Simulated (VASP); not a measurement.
Band structure of Nb (bcc). These are vdW-DF-cx, VASP's PBE PAW potentials (set 64) (plane waves; VASP) values and carry that method's errors.

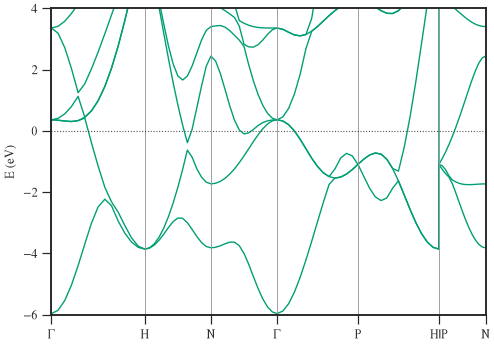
Figure. Bands along high-symmetry lines, zero at the valence-band maximum or, without a gap, the Fermi level

Problem. Read the plot: is there a gap, and where are the band edges?

Solution. It has no gap at this level: it comes out as a metal or semimetal. (Edges off the drawn lines would not show.)

The compound is Nb in the bcc structure. It was relaxed first.
